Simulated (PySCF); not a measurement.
# Er(NO2)3: forces at shaken geometries

How stiff is Er(NO2)3? Its atoms are displaced at random by several amounts. The species was built from a template and needn't be a known compound.

Method: B3LYP, Er lcecp-1-SVP with ECP57, O def2-SVP, N def2-SVP; scalar-relativistic core potentials, no spin–orbit coupling; program: PySCF 2.14.0.

4 further runs of the same task are left out: 2 for a known fault of the program, 2 that didn't finish.

## 1. Where the work starts

10 atoms, charge 0, spin multiplicity 1.

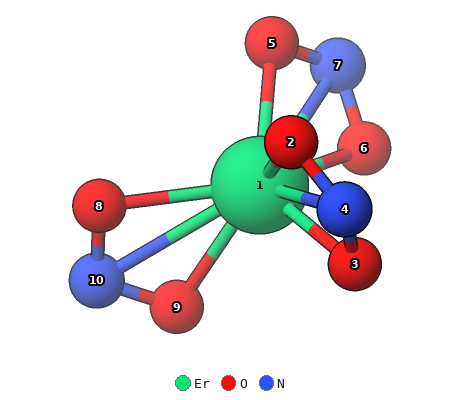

The geometry (erbium green, oxygen red, nitrogen blue); atoms are numbered from 1 in the order of the file.

As a file:

```mol
ErN3O6
  3D, bonds by distance, orders not assigned

 10 15  0  0  0  0  0  0  0  0999 V2000
   -0.0000    0.0000   -0.0000 Er  0  0
    2.0760    0.1405    1.0394 O   0  0
    2.0760   -0.1405   -1.0394 O   0  0
    2.7817   -0.0000    0.0000 N   0  0
   -1.1597    1.7276    1.0394 O   0  0
   -0.9163    1.8681   -1.0394 O   0  0
   -1.3908    2.4090    0.0000 N   0  0
   -0.9163   -1.8681    1.0394 O   0  0
   -1.1597   -1.7276   -1.0394 O   0  0
   -1.3908   -2.4090   -0.0000 N   0  0
  1  2  8  0
  1  3  8  0
  1  4  8  0
  1  5  8  0
  1  6  8  0
  1  7  8  0
  1  8  8  0
  1  9  8  0
  1 10  8  0
  2  4  8  0
  3  4  8  0
  5  7  8  0
  6  7  8  0
  8 10  8  0
  9 10  8  0
M  END
```

Formal oxidation states: Er +3. Each metal's 11 4f electrons lie in its core potential, so multiplicities, spins and levels count the valence alone. An earlier session relaxed this geometry at B3LYP, Er lcecp-1-SVP with ECP57, O def2-SVP, N def2-SVP (singlet, point group D3).

Its energy there is -653.346373 Eh.

## 2. Atoms moved at random, σ = 0.06 Å

File run.py (the lines that set the calculation):

```python
mol = gto.M(atom='''
Er    -0.01240     0.04393     0.06646
O      2.00132     0.05291     1.06635
O      2.15361    -0.13581    -1.10167
N      2.80038    -0.02564    -0.03118
O     -1.18764     1.75411     0.92790
O     -0.91071     1.89024    -1.01761
N     -1.41696     2.35088     0.00415
O     -0.91647    -1.77062     1.06201
O     -1.21219    -1.77374    -1.01201
N     -1.29895    -2.38627     0.03560''',
    basis={'Er': 'lcecp-1-SVP', 'O': 'def2-SVP', 'N': 'def2-SVP'},
    ecp={'Er': 'lcecp-1-SVP'},
    charge=0, spin=0)
mf = dft.RKS(mol, xc='B3LYP')
mf.grids.atom_grid = (50, 194)  # f atoms: unpruned, at least (60, 302)
mf = mf.density_fit()  # fitting sets: Er AutoAux, O def2-universal-JKFIT, N def2-universal-JKFIT
mf.conv_tol = 1e-08; mf.max_cycle = 55
mf.kernel(dm0)  # dm0: the density of the relaxed state
```

Started as:

```
$ OMP_NUM_THREADS=4 python run.py
```

Standard output:

```text
init E= -653.429428677405
  HOMO = -0.28549245251536  LUMO = -0.155863449642656  gap/eV = 3.52738
cycle= 1 E= -653.283639512842  delta_E= 0.146  |g|= 0.308  |ddm|= 0.743
  HOMO = -0.29213639544021  LUMO = -0.12809777713277  gap/eV = 4.46372
cycle= 2 E= -653.194334175595  delta_E= 0.0893  |g|= 0.747  |ddm|= 0.772
  HOMO = -0.294866378382063  LUMO = -0.133870698512788  gap/eV = 4.38092
cycle= 3 E= -653.301587129711  delta_E= -0.107  |g|= 0.0885  |ddm|= 0.557
  HOMO = -0.292328442440302  LUMO = -0.140863254555295  gap/eV = 4.12158
cycle= 4 E= -653.30248841234  delta_E= -0.000901  |g|= 0.0588  |ddm|= 0.101
  HOMO = -0.292806770316346  LUMO = -0.139851809474006  gap/eV = 4.16212
cycle= 5 E= -653.303138965793  delta_E= -0.000651  |g|= 0.0139  |ddm|= 0.0483
  HOMO = -0.293805089159237  LUMO = -0.138918251221437  gap/eV = 4.21469
cycle= 6 E= -653.303171443745  delta_E= -3.25e-05  |g|= 0.00655  |ddm|= 0.0147
  HOMO = -0.293736103478366  LUMO = -0.139095100722312  gap/eV = 4.20800
cycle= 7 E= -653.303178613643  delta_E= -7.17e-06  |g|= 0.00311  |ddm|= 0.00628
  HOMO = -0.293528351312098  LUMO = -0.139197992799414  gap/eV = 4.19954
cycle= 8 E= -653.30318060069  delta_E= -1.99e-06  |g|= 0.000683  |ddm|= 0.00301
  HOMO = -0.293544893065321  LUMO = -0.139195865005139  gap/eV = 4.20005
cycle= 9 E= -653.30318064607  delta_E= -4.54e-08  |g|= 0.000595  |ddm|= 0.000952
  HOMO = -0.293559838033693  LUMO = -0.139189069006008  gap/eV = 4.20064
cycle= 10 E= -653.303180716282  delta_E= -7.02e-08  |g|= 0.000119  |ddm|= 0.000546
  HOMO = -0.293559378507985  LUMO = -0.139185077738297  gap/eV = 4.20074
cycle= 11 E= -653.303180718839  delta_E= -2.56e-09  |g|= 6.28e-05  |ddm|= 0.000145
  HOMO = -0.293559212870712  LUMO = -0.139189282472774  gap/eV = 4.20062
Extra cycle  E= -653.30318071674  delta_E= 2.1e-09  |g|= 0.000125  |ddm|= 0.000117
converged SCF energy = -653.30318071674
```

Wall time 6.6 s (4 threads of Arm Neoverse V2, shared host).

Read off: E = -653.303181 Eh (+1.175 eV from the relaxed state), HOMO -7.99 eV, LUMO -3.79 eV, Mulliken charge on Er1 +1.14 e, largest force component 11.599 eV/Å. 

| atom | Fx | Fy | Fz (eV/Å) |
| --- | --- | --- | --- |
| Er1 | 0.813 | -0.711 | -0.692 |
| O2 | 1.267 | -0.050 | -2.424 |
| O3 | 0.135 | 0.185 | 1.587 |
| N4 | -1.646 | -0.020 | 0.926 |
| O5 | 2.005 | -6.160 | 11.599 |
| O6 | 1.430 | -1.209 | -3.372 |
| N7 | -3.955 | 8.110 | -7.823 |
| O8 | 0.412 | 0.906 | 0.690 |
| O9 | 0.682 | 1.789 | -1.434 |
| N10 | -1.143 | -2.841 | 0.943 |

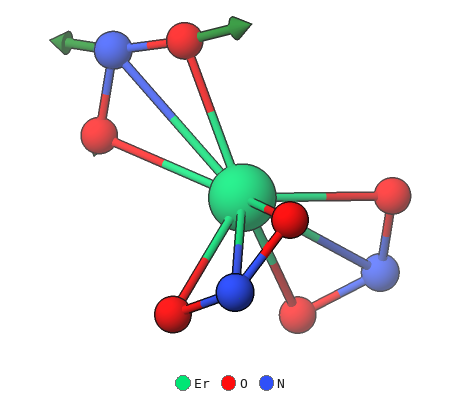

Forces as arrows, the longest for the largest force.

## 3. Atoms moved at random, σ = 0.15 Å

File run.py (the lines that set the calculation):

```python
mol = gto.M(atom='''
Er    -0.20699    -0.02025     0.14790
O      2.01798     0.32884     1.07655
O      2.05388    -0.26552    -1.15726
N      2.72978    -0.06133    -0.04299
O     -1.19302     1.91285     1.24579
O     -0.79567     1.61641    -1.23016
N     -1.32553     2.25572     0.07219
O     -0.82854    -1.84397     0.97147
O     -1.04565    -1.64646    -1.13753
N     -1.40623    -2.27629     0.05405''',
    basis={'Er': 'lcecp-1-SVP', 'O': 'def2-SVP', 'N': 'def2-SVP'},
    ecp={'Er': 'lcecp-1-SVP'},
    charge=0, spin=0)
mf = dft.RKS(mol, xc='B3LYP')
mf.grids.atom_grid = (50, 194)  # f atoms: unpruned, at least (60, 302)
mf = mf.density_fit()  # fitting sets: Er AutoAux, O def2-universal-JKFIT, N def2-universal-JKFIT
mf.conv_tol = 1e-08; mf.max_cycle = 55
mf.kernel(dm0)  # dm0: the density of the relaxed state
```

Started as:

```
$ OMP_NUM_THREADS=4 python run.py
```

Standard output:

```text
init E= -652.85511849255
  HOMO = -0.38635531252576  LUMO = -0.264979585480148  gap/eV = 3.30280
cycle= 1 E= -653.094612877719  delta_E= -0.239  |g|= 0.779  |ddm|= 1.58
  HOMO = -0.233517400419839  LUMO = -0.150629179365861  gap/eV = 2.25550
cycle= 2 E= -652.452758140688  delta_E= 0.642  |g|= 1.94  |ddm|=  1.9
  HOMO = -0.283444297030554  LUMO = -0.14549854513575  gap/eV = 3.75370
cycle= 3 E= -653.173577269565  delta_E= -0.721  |g|= 0.454  |ddm|=  1.5
  HOMO = -0.289880385201835  LUMO = -0.168050982168711  gap/eV = 3.31515
cycle= 4 E= -653.206562865333  delta_E= -0.033  |g|= 0.217  |ddm|= 0.439
  HOMO = -0.295110126844153  LUMO = -0.165964362179075  gap/eV = 3.51424
cycle= 5 E= -653.213918754279  delta_E= -0.00736  |g|= 0.106  |ddm|= 0.19
  HOMO = -0.29433977403025  LUMO = -0.165807428231831  gap/eV = 3.49754
cycle= 6 E= -653.215995935572  delta_E= -0.00208  |g|= 0.0307  |ddm|= 0.0896
  HOMO = -0.293454743607699  LUMO = -0.164172667115111  gap/eV = 3.51794
cycle= 7 E= -653.21616243868  delta_E= -0.000167  |g|= 0.0107  |ddm|= 0.0252
  HOMO = -0.293494231879391  LUMO = -0.16428400174041  gap/eV = 3.51599
cycle= 8 E= -653.216183294568  delta_E= -2.09e-05  |g|= 0.00266  |ddm|= 0.00839
  HOMO = -0.293660760278646  LUMO = -0.164505766135851  gap/eV = 3.51449
cycle= 9 E= -653.216183738279  delta_E= -4.44e-07  |g|= 0.0026  |ddm|= 0.00396
  HOMO = -0.293639112127137  LUMO = -0.164472626303002  gap/eV = 3.51480
cycle= 10 E= -653.216185105271  delta_E= -1.37e-06  |g|= 0.00074  |ddm|= 0.00228
  HOMO = -0.293592307609196  LUMO = -0.164425816419571  gap/eV = 3.51480
cycle= 11 E= -653.216185224399  delta_E= -1.19e-07  |g|= 0.000292  |ddm|= 0.000897
  HOMO = -0.293595013276501  LUMO = -0.164421394185324  gap/eV = 3.51499
cycle= 12 E= -653.21618524032  delta_E= -1.59e-08  |g|= 0.000161  |ddm|= 0.000333
  HOMO = -0.293597339889128  LUMO = -0.164427681938656  gap/eV = 3.51489
cycle= 13 E= -653.216185245381  delta_E= -5.06e-09  |g|= 4.63e-05  |ddm|= 0.000157
  HOMO = -0.293596761739618  LUMO = -0.164427297477832  gap/eV = 3.51488
Extra cycle  E= -653.216185243593  delta_E= 1.79e-09  |g|= 0.000109  |ddm|= 0.000118
converged SCF energy = -653.216185243593
```

Wall time 7 s (4 threads of Arm Neoverse V2, shared host).

It gives: E = -653.216185 Eh (+3.543 eV from the relaxed state), HOMO -7.99 eV, LUMO -4.47 eV, Mulliken charge on Er1 +1.09 e, largest force component 7.608 eV/Å. 

| atom | Fx | Fy | Fz (eV/Å) |
| --- | --- | --- | --- |
| Er1 | 3.775 | 2.993 | -1.814 |
| O2 | 0.165 | -1.532 | -4.302 |
| O3 | 0.621 | 0.894 | 5.035 |
| N4 | -2.323 | 0.415 | -0.545 |
| O5 | 1.087 | -1.999 | -2.445 |
| O6 | -0.567 | -0.367 | 4.705 |
| N7 | -1.204 | 2.856 | -1.941 |
| O8 | 2.023 | 0.015 | 5.946 |
| O9 | -0.889 | -1.341 | 2.970 |
| N10 | -2.687 | -1.934 | -7.608 |

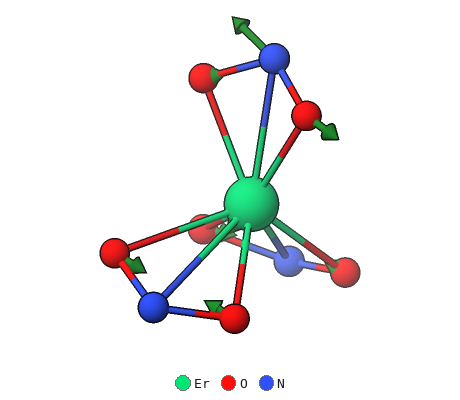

Forces as arrows, the longest for the largest force.

## 4. Atoms moved at random, σ = 0.15 Å

File run.py (the lines that set the calculation):

```python
mol = gto.M(atom='''
Er    -0.21136     0.02577     0.05176
O      2.12567    -0.01895     1.03200
O      1.90834    -0.08887    -0.95439
N      2.79388    -0.04713    -0.13157
O     -1.30300     1.82545     1.10754
O     -1.00157     1.92930    -1.09120
N     -1.27648     2.39679    -0.17998
O     -0.94381    -1.91356     1.20404
O     -0.89789    -1.57917    -1.03707
N     -1.19380    -2.52962    -0.00113''',
    basis={'Er': 'lcecp-1-SVP', 'O': 'def2-SVP', 'N': 'def2-SVP'},
    ecp={'Er': 'lcecp-1-SVP'},
    charge=0, spin=0)
mf = dft.RKS(mol, xc='B3LYP')
mf.grids.atom_grid = (50, 194)  # f atoms: unpruned, at least (60, 302)
mf = mf.density_fit()  # fitting sets: Er AutoAux, O def2-universal-JKFIT, N def2-universal-JKFIT
mf.conv_tol = 1e-08; mf.max_cycle = 55
mf.kernel(dm0)  # dm0: the density of the relaxed state
```

Started as:

```
$ OMP_NUM_THREADS=4 python run.py
```

Standard output:

```text
init E= -652.982660043561
  HOMO = -0.328178422547921  LUMO = -0.287421339204698  gap/eV = 1.10906
cycle= 1 E= -653.04726804211  delta_E= -0.0646  |g|= 0.856  |ddm|= 1.57
  HOMO = -0.179984788684918  LUMO = -0.164585409933086  gap/eV = 0.41904
cycle= 2 E= -651.537394004069  delta_E= 1.51  |g|= 2.77  |ddm|= 2.72
  HOMO = -0.273170357673905  LUMO = -0.151181793947917  gap/eV = 3.31948
cycle= 3 E= -653.146239686906  delta_E= -1.61  |g|= 0.497  |ddm|= 2.28
  HOMO = -0.264333124668472  LUMO = -0.198002838423406  gap/eV = 1.80494
cycle= 4 E= -653.185962902901  delta_E= -0.0397  |g|= 0.22  |ddm|= 0.471
  HOMO = -0.260013720250775  LUMO = -0.204025812027346  gap/eV = 1.52351
cycle= 5 E= -653.188454927153  delta_E= -0.00249  |g|= 0.187  |ddm|= 0.24
  HOMO = -0.261193194157833  LUMO = -0.201920918781063  gap/eV = 1.61288
cycle= 6 E= -653.194937993301  delta_E= -0.00648  |g|= 0.0492  |ddm|= 0.142
  HOMO = -0.263017747898097  LUMO = -0.199645710416618  gap/eV = 1.72444
cycle= 7 E= -653.195349977203  delta_E= -0.000412  |g|= 0.0195  |ddm|= 0.0428
  HOMO = -0.263407239016562  LUMO = -0.198406619906066  gap/eV = 1.76876
cycle= 8 E= -653.19541870572  delta_E= -6.87e-05  |g|= 0.00727  |ddm|= 0.0176
  HOMO = -0.263066405077865  LUMO = -0.198812847760664  gap/eV = 1.74843
cycle= 9 E= -653.195429523123  delta_E= -1.08e-05  |g|= 0.00231  |ddm|= 0.00725
  HOMO = -0.263247916954413  LUMO = -0.198749798515635  gap/eV = 1.75508
cycle= 10 E= -653.195430168221  delta_E= -6.45e-07  |g|= 0.00189  |ddm|= 0.00353
  HOMO = -0.263306895371617  LUMO = -0.198663404634761  gap/eV = 1.75904
cycle= 11 E= -653.195430918031  delta_E= -7.5e-07  |g|= 0.000356  |ddm|= 0.00176
  HOMO = -0.263238683274661  LUMO = -0.198716074706567  gap/eV = 1.75575
cycle= 12 E= -653.195430961436  delta_E= -4.34e-08  |g|= 9.73e-05  |ddm|= 0.000682
  HOMO = -0.263249490612818  LUMO = -0.198729656013189  gap/eV = 1.75567
cycle= 13 E= -653.195430965374  delta_E= -3.94e-09  |g|= 4.35e-05  |ddm|= 0.000299
  HOMO = -0.26324483903138  LUMO = -0.198719671662857  gap/eV = 1.75582
Extra cycle  E= -653.195430964322  delta_E= 1.05e-09  |g|= 8.71e-05  |ddm|= 0.000132
converged SCF energy = -653.195430964322
```

Wall time 7 s (4 threads of Arm Neoverse V2, shared host).

Read off: E = -653.195431 Eh (+4.107 eV from the relaxed state), HOMO -7.16 eV, LUMO -5.41 eV, Mulliken charge on Er1 +1.12 e, largest force component 18.103 eV/Å. The gap is small, and the closed shell wasn't tested for a lower spin-broken solution.

```csv
atom,Fx,Fy,Fz (eV/Å)
Er1,2.559,1.290,2.725
O2,2.104,0.113,-0.473
O3,-0.831,0.057,-4.851
N4,-2.658,0.027,4.913
O5,1.313,-2.262,-3.212
O6,5.632,-11.043,-15.914
N7,-7.022,13.688,18.103
O8,-1.152,-2.665,-5.088
O9,-1.981,-4.811,1.808
N10,2.037,5.605,1.987
```

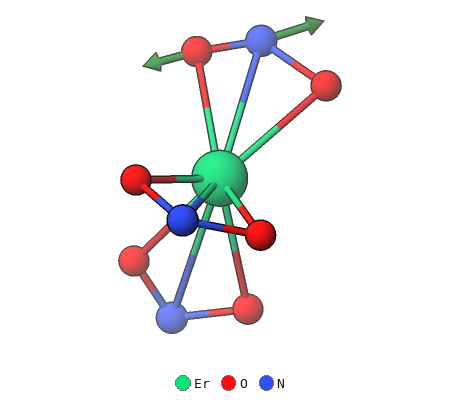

Forces as arrows, the longest for the largest force.

## 5. The displacements side by side

| σ (Å) | energy rise (eV) | harmonic estimate −½ F·u (eV) | largest force component (eV/Å) |
| --- | --- | --- | --- |
| 0.06 | 1.175 | 1.292 | 11.60 |
| 0.15 | 3.543 | 2.982 | 7.61 |
| 0.15 | 4.107 | 4.303 | 18.10 |

Every displacement raises the energy. For a harmonic well the rise equals −½ F·u; the two differ by at most 16 % here (a move with σ = 0.15 Å), from anharmonicity, the grid and the small forces left at the relaxed point. These are double-zeta-type bases without diffuse functions. Spin–orbit coupling is left out.
